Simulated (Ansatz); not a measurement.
CH5BO: several calculations on one system

## 1. Relaxation

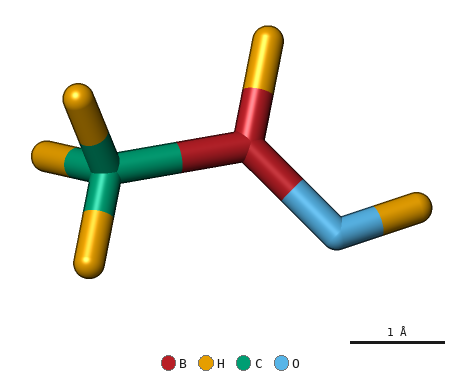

This is the input geometry for a relaxation of CH$_{5}$BO. The picture is a stick view, seen at a tilt.

The run prepares an end point of a later path (reaction) calculation, from a guessed geometry.

Method: Ansatz, RHF/def2-SVP.

Input
```yaml
crystal:
  periodic: [false, false, false]
  atoms:
    - { symbol: B, position_ang: [0.204156, -0.195206, 0.270195] }
    - { symbol: H, position_ang: [0.005283, -0.444195, 1.415563] }
    - { symbol: C, position_ang: [1.723772, 0.026012, -0.093463] }
    - { symbol: H, position_ang: [2.260577, -0.911546, 0.092509] }
    - { symbol: H, position_ang: [1.911468, 0.334577, -1.12409] }
    - { symbol: H, position_ang: [2.161569, 0.764719, 0.585314] }
    - { symbol: O, position_ang: [-0.787572, -0.126819, -0.63172] }
    - { symbol: H, position_ang: [-1.649654, -0.294342, -0.285908] }
basis:
  gaussian: { orbitals: def2-SVP }
hamiltonian:
  xc: hf
relax:
  f_tol: 0.03
  max_steps: 50
```

Run as
```bash
ansatz run input.yaml --threads 1 --pin off --max-ram 2048MiB --backend cpu --events-out ev --progress --plain --runs-dir out
```

### What does the optimiser find from here?

Over 3 accepted moves (4 points after the start) the energy falls by 3.85 kJ/mol. Largest force component: 0.69 eV/Å at the start, 0.029 eV/Å at the end. The line search rejected the trial step at point 3 of the run. H2 moves most after the best rigid fit: 0.10 Å. Largest moves by element: H 0.10 Å, O 0.04 Å, B 0.04 Å, C 0.01 Å. Among the contacts that change: B1–H2 1.189 → 1.211 Å, B1–O7 1.342 → 1.347 Å. Bond angles that change, for instance: H2–B1–C3 114.4° → 121.0°, H2–B1–O7 122.3° → 118.8°, C3–B1–O7 123.3° → 120.2°.

Step by step:

```
step  E − E(0), kJ/mol  largest force component, eV/Å      note
   0              0.00                         0.6854          
   1             -3.41                         0.2643          
   2             -3.82                         0.0753          
   3             -3.80                         0.1241  rejected
   4             -3.85                         0.0285
```

The structure at the end:

```xyz
8

B     0.2211   -0.2067    0.3057
H    -0.0890   -0.4787    1.4441
C     1.7289    0.0227   -0.0914
H     2.2973   -0.8979    0.0814
H     1.8547    0.3181   -1.1341
H     2.1829    0.7836    0.5511
O    -0.7472   -0.1139   -0.6259
H    -1.6190   -0.2740   -0.3026
```

After the run, drawn alike:

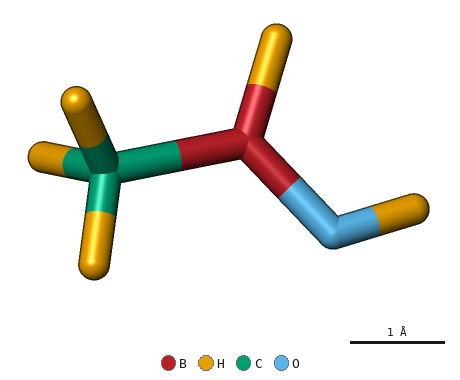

Limits of the set-up: Hartree-Fock leaves out electron correlation.

## 2. Relaxation

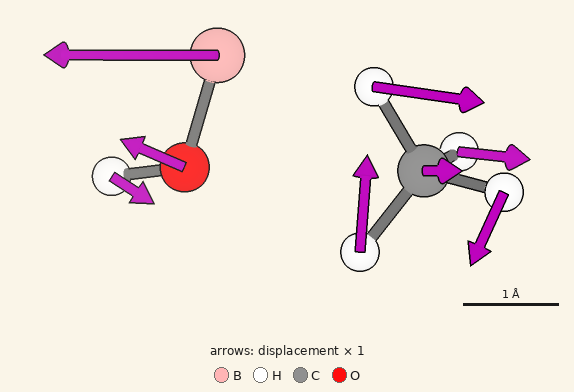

A relaxation of CH₅BO. The starting structure is drawn; purple arrows show the displacements, at their true length. The two geometries are superimposed by the best rigid fit.

Style: ball-and-stick. Shown at a tilt.

The run prepares an end point of a later path (reaction) calculation, from a guessed geometry.

Theory: RHF/def2-SVP in Ansatz. Set-up: no spin polarisation; force threshold 0.03 eV/Å; at most 50 steps.

Which element moves most?

Boron: up to 2.05 Å, against 1.33 Å for hydrogen.

Describe the change and its energy.

The energy falls by 0.304 eV in 39 accepted moves (44 points after the start). The largest force component goes from 0.78 to 0.0019 eV/Å. The line search rejected the trial steps at points 7, 19, 34, 36, 39 of the run. The forces were under the threshold at step 8, but the run went on from there. The largest move after the best rigid fit is that of the B atom, 2.05 Å. By element the largest moves are B 2.05 Å, H 1.33 Å, O 0.75 Å, C 0.46 Å. Among the contacts that change: C–H 1.097 → 1.090 Å, B–O 1.292 → 1.288 Å. Bond angles that change, for instance: B–O–H 119.1° → 123.0°. The run took 46 s on 1 thread of Intel(R) Xeon(R) Platinum 8259CL CPU @ 2.50GHz (Skylake/Cascade Lake), with other jobs on the host, peak memory 0.14 GiB.

Limits of the set-up: the start holds two separate molecules, 2.4 Å apart at their closest, whose relative position is a soft coordinate and is computed without a dispersion correction; Hartree-Fock leaves out electron correlation.

## 3. Path

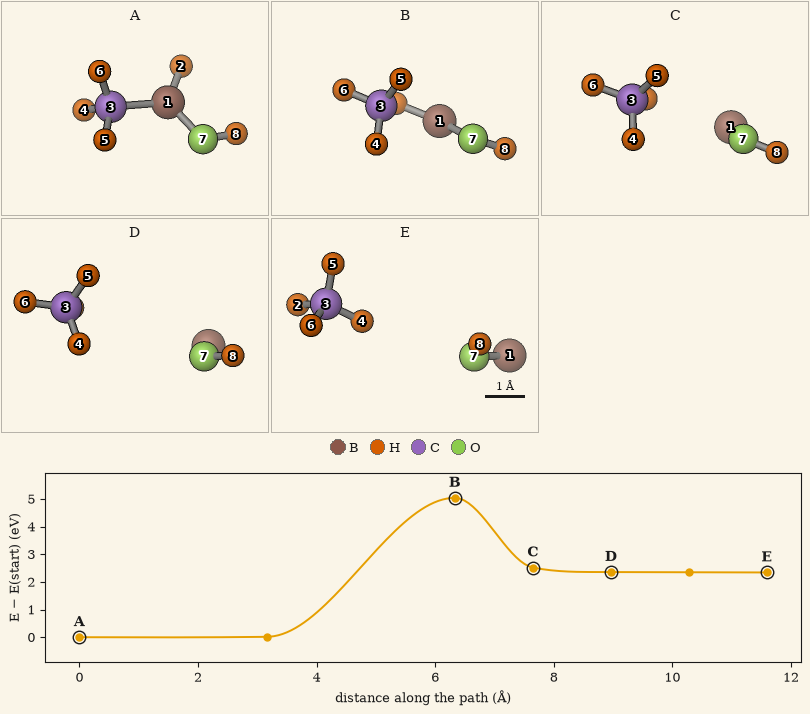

A nudged-elastic-band calculation for CH5BO. Images are numbered from 0 (start) to 6 (end). Frames A to E are images 0, 2, 3, 4, 6. Style: ball-and-stick. Shown at a tilt.

All numbers below come from RHF/def2-SVP (Ansatz 0.2.0). Settings: 5 movable images; climbing image; force threshold 0.05 eV/Å; iteration limit 60; starting path through a guess of the saddle point.

> Describe the mechanism and the energy profile.

Forward barrier 5.04 eV, backward barrier 2.70 eV, with image 2 at the top; the reaction energy is +2.34 eV. Breaking: B1–C3 (1.58 → 1.94 at the top → 5.20 Å), B1–H2 (1.21 → 1.23 at the top → 5.69 Å). Forming: H2–C3 (2.43 → 1.43 at the top → 1.09 Å). The band converged in 47 iterations, with a climbing image at the top.

Limits of the set-up: Hartree-Fock leaves out electron correlation.

Cost: 3.6 min on 1 thread of Intel(R) Xeon(R) Platinum 8259CL CPU @ 2.50GHz (Skylake/Cascade Lake) (shared host), peak memory 0.14 GiB.
